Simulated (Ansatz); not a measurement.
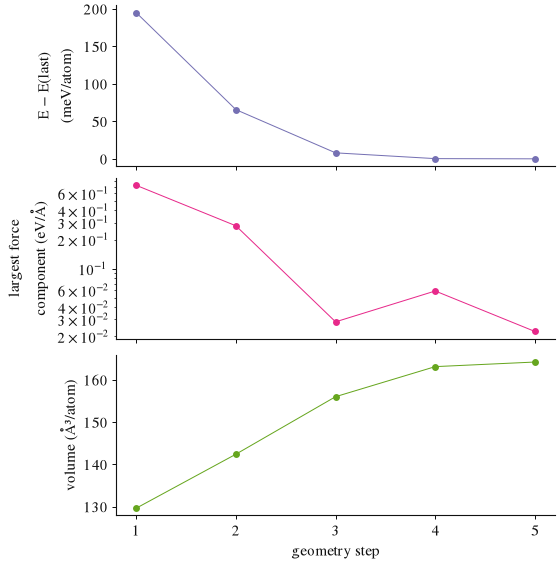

History of a geometry optimisation. The run: SrBrCl (3 atoms in the cell), by DFT PBE, scalar-relativistic, plane waves, PAW (Ansatz); cutoff 420 eV, 6×6×1 k-mesh, Gaussian smearing of 0.1 eV. A closing SCF on a freshly chosen basis isn't drawn.

The optimisation met its thresholds at geometry 5, counting the start as the first. The energy fell by about 190 meV/atom from the first step to the last. The largest force component goes from about 0.73 eV/Å at the start to 0.023 eV/Å at the end. The volume grows from 129.6 to 164.2 Å³ per atom (+27 %).
